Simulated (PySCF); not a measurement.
**Excited-state calculation, with input and output: C3H14OSi3**

- system: C3H14OSi3, SMILES CC(C)[SiH2][SiH2]O[SiH3]
- method: TDDFT B3LYP/def2-SVPD, vertical, gas phase, core orbitals frozen in the response (PySCF 2.14.0)

The geometry comes from this level: PBE0-D3(BJ)/def2-SVP. It belongs to a series of runs on one base structure; here: H on Si replaced by iPr.

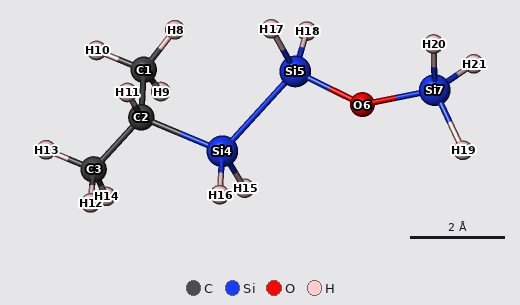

Figure 1. The input geometry (ball-and-stick view, seen at a tilt; atoms are numbered from 1 in the order of the input).

The input:
```
{"job": {"kind": "uv", "xc": "B3LYP", "basis": "def2-SVPD", "ip": true, "dynamic": false}, "charge": 0, "multiplicity": 1}
C     -2.222180     1.150984     0.563684
C     -1.954898    -0.336789     0.336708
C     -3.109027    -1.015621    -0.399222
Si    -0.305940    -0.610841    -0.572276
Si     1.472900     0.393539     0.577965
O      2.897931    -0.041409    -0.167621
Si     4.547425     0.097239    -0.101706
H     -1.438452     1.630445     1.171858
H     -2.278707     1.699355    -0.391349
H     -3.182000     1.304669     1.085049
H     -1.833280    -0.825187     1.321640
H     -2.937038    -2.094834    -0.533268
H     -4.055766    -0.895470     0.154552
H     -3.257407    -0.576264    -1.399552
H     -0.385331    -0.023762    -1.950221
H     -0.022027    -2.075695    -0.708482
H      1.495967    -0.053347     2.010511
H      1.347056     1.887826     0.591329
H      5.139882    -0.859907    -1.077337
H      5.043932    -0.222057     1.272438
H      4.966801     1.488284    -0.452175
```

The first line tells a small driver script what to run in PySCF; the rest is the geometry in Å.

Launch command:
```bash
OMP_NUM_THREADS=1 python <driver script> task.json out
```

Output:
```
coarse grid: 17896 points
cycle   1  E = -1065.8853217054  dE =  1.292e-01  |g| = 8.424e-01  |ddm| = 5.967e+00
cycle   2  E = -1065.5155356239  dE =  3.698e-01  |g| = 1.579e+00  |ddm| = 2.530e+00
cycle   3  E = -1066.0252569768  dE = -5.097e-01  |g| = 1.515e-01  |ddm| = 1.665e+00
cycle   4  E = -1066.0295285862  dE = -4.272e-03  |g| = 7.644e-02  |ddm| = 3.220e-01
cycle   5  E = -1066.0310605366  dE = -1.532e-03  |g| = 1.334e-02  |ddm| = 1.189e-01
cycle   6  E = -1066.0311066299  dE = -4.609e-05  |g| = 3.743e-03  |ddm| = 2.498e-02
cycle   7  E = -1066.0311099621  dE = -3.332e-06  |g| = 6.500e-04  |ddm| = 6.429e-03
final grid: 155824 points
cycle   8  E = -1066.1818107937  dE = -3.236e-05  |g| = 4.868e-03  |ddm| = 1.068e-01
cycle   9  E = -1066.1818056015  dE =  5.192e-06  |g| = 6.669e-03  |ddm| = 1.583e-02
cycle  10  E = -1066.1818168587  dE = -1.126e-05  |g| = 7.606e-04  |ddm| = 8.827e-03
cycle  11  E = -1066.1818169900  dE = -1.314e-07  |g| = 1.965e-04  |ddm| = 1.210e-03
cycle  12  E = -1066.1818169963  dE = -6.281e-09  |g| = 7.467e-05  |ddm| = 3.137e-04
cycle  13  E = -1066.1818169977  dE = -1.411e-09  |g| = 1.798e-05  |ddm| = 1.283e-04
cycle  14  E = -1066.1818169978  dE = -8.504e-11  |g| = 3.067e-06  |ddm| = 3.446e-05
```

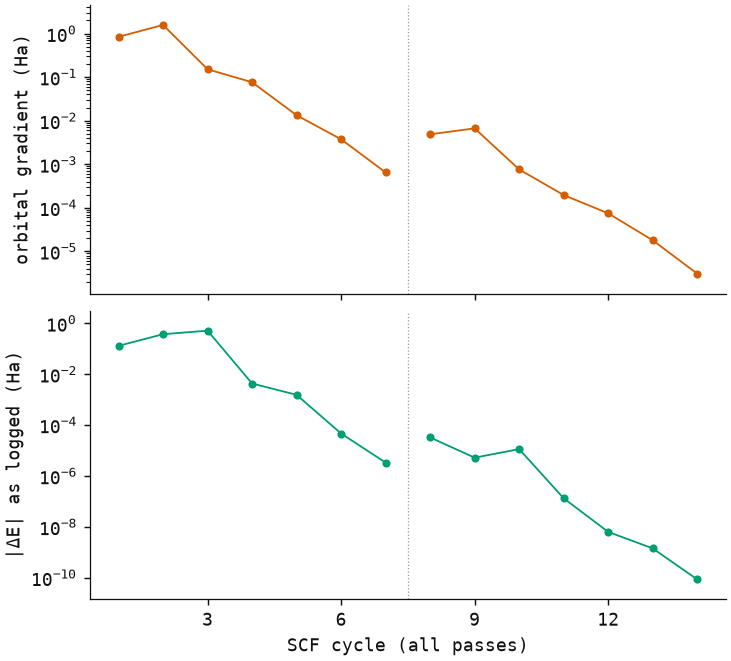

Figure 2. Convergence of the self-consistent field: orbital gradient and size of the energy change against the SCF cycle. The dotted line marks the change from a coarse to the final integration grid. The first 7 cycles use a coarse grid, the final grid takes over at cycle 8, and the field converges after 14 cycles in all.

```
converged SCF energy = -1066.1818169978

Static polarisability (au): isotropic 126.898, principal 106.966 118.813 154.915

Singlet excitations
state   eV       nm        f      main configurations
  1   5.8275    212.8   0.01235   H->L 0.96
  2   6.5682    188.8   0.00097   H-2->L 0.88, H-1->L 0.10
  3   6.6827    185.5   0.02306   H-1->L 0.78, H-2->L 0.10
  4   6.8419    181.2   0.01201   H->L+1 0.82
  5   7.0393    176.1   0.03346   H->L+3 0.86
  6   7.1398    173.7   0.29766   H->L+2 0.80
  7   7.2899    170.1   0.00251   H-3->L 0.77, H->L+4 0.11
  8   7.4439    166.6   0.01300   H->L+4 0.55, H-3->L 0.13, H->L+5 0.12
  9   7.4712    165.9   0.00525   H-4->L 0.73
 10   7.5700    163.8   0.01625   H-1->L+1 0.67, H->L+6 0.11

Triplet excitations (Tamm-Dancoff, eV): 5.3532 6.2400 6.3042 6.4011
Vertical ionisation energy (delta-SCF) = 9.2616 eV
```

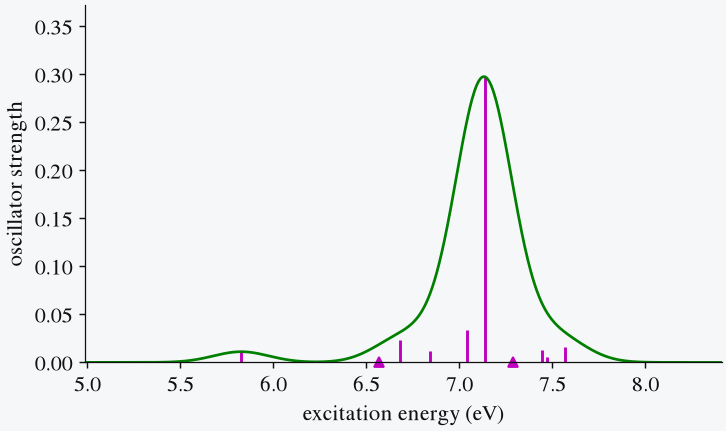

Figure 3. Computed excitations as sticks (degenerate states added up, dark ones marked on the axis), with a Gaussian envelope of 0.35 eV full width at half maximum, scaled to the tallest. Of the 10 states the lowest lies at 5.83 eV (f = 0.012); the strongest line is at 7.14 eV, or 174 nm (f = 0.298).

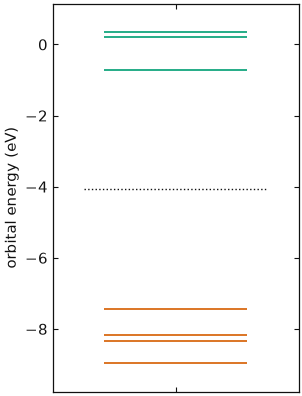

Figure 4. Orbital energies near the frontier; the dotted line parts filled from empty levels, and levels within 0.02 eV of each other stand side by side. Highest filled −7.45 eV, lowest empty −0.71 eV, 6.74 eV apart.

Summary:

| quantity | value |
| --- | --- |
| outcome | converged |
| total energy | −1066.181817 hartree |
| HOMO | −7.45 eV |
| LUMO | −0.71 eV |
| dipole moment | 1.09 D |
| mean polarisability | 126.90 a.u. |
| vertical ionisation energy | 9.26 eV |
| lowest singlet excitation | 5.83 eV |
| hardware | 1 CPU thread, shared host |
| wall time | 19 min |
| peak memory | 1.1 GiB |
